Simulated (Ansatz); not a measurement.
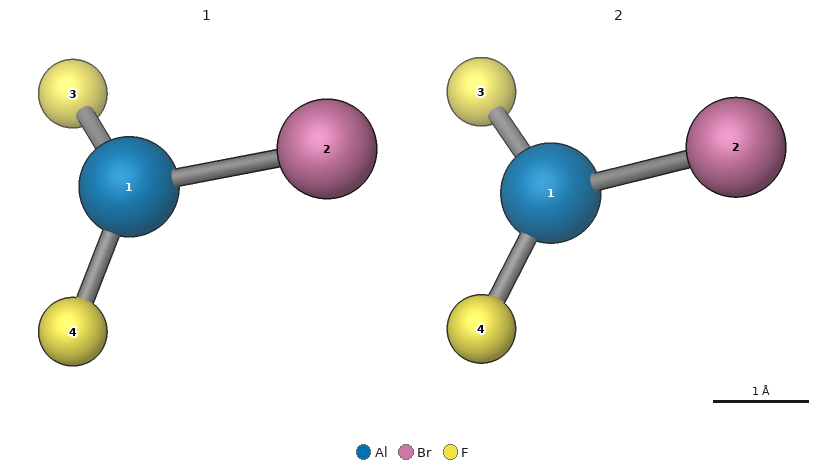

Two geometries of AlBrF₂, drawn at one scale. One is the start of a relaxation, the other its converged end. Style: ball-and-stick. Shown at a tilt.

The calculation used RKS PBE0-D4/def2-TZVP (Ansatz). Set-up: force threshold 0.005 eV/Å; at most 200 steps.

> Which of the two is the end point?

Structure 2 is the relaxed one. It is one of the separated reactants of a reaction. The atom that moves furthest after the best rigid fit is Al1 (0.18 Å). Largest moves by element: Al 0.18 Å, F 0.06 Å, Br 0.05 Å. Near-neighbour distances that change, for instance: Al1–Br2 2.258 → 2.216 Å, Al1–F3 1.640 → 1.631 Å. Among the angles between lasting bonds that change: Br2–Al1–F3 118.2° → 120.6°. Over 4 geometry steps the energy falls by 13.4 kJ/mol. The largest force component goes from 1.1 to 0.0041 eV/Å.
